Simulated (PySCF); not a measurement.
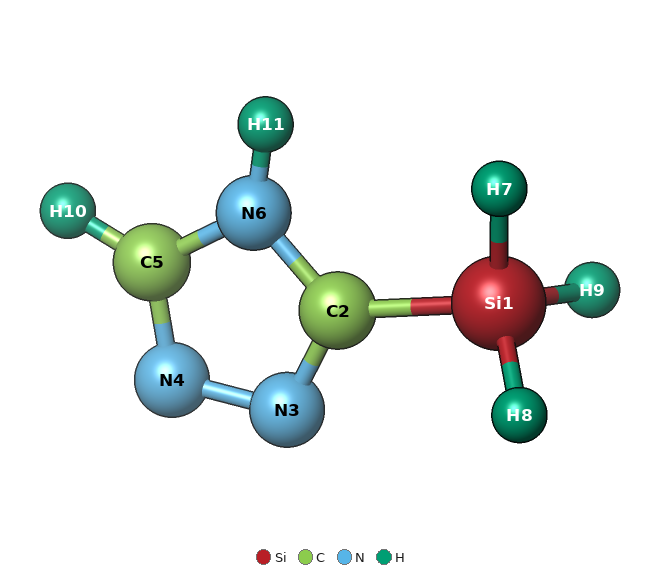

Computed geometry: GFN2-xTB optimisation. No frequency run is at hand to confirm it as a minimum. Method: delta-SCF UKS SCAN, pcX-2 on the ionised atom, pcseg-1 elsewhere, spin-free X2C (PySCF 2.14.0).

Give the core-electron binding energies (to vacuum; p and d levels without spin–orbit splitting) of Si1 1s, Si1 2p, C2 1s, N3 1s, N4 1s, C5 1s, N6 1s.

```json
{"atom": "Si1", "level": "1s", "binding energy (eV)": "1847.0"}
{"atom": "Si1", "level": "2p", "binding energy (eV)": "107.5"}
{"atom": "C2", "level": "1s", "binding energy (eV)": "291.8"}
{"atom": "N3", "level": "1s", "binding energy (eV)": "405.0"}
{"atom": "N4", "level": "1s", "binding energy (eV)": "405.1"}
{"atom": "C5", "level": "1s", "binding energy (eV)": "292.3"}
{"atom": "N6", "level": "1s", "binding energy (eV)": "407.1"}
```

The geometry is semi-empirical. Around Si such bond lengths and angles can be off by a tenth of an ångström or more and by several degrees, and values that hang on the shape move with them.
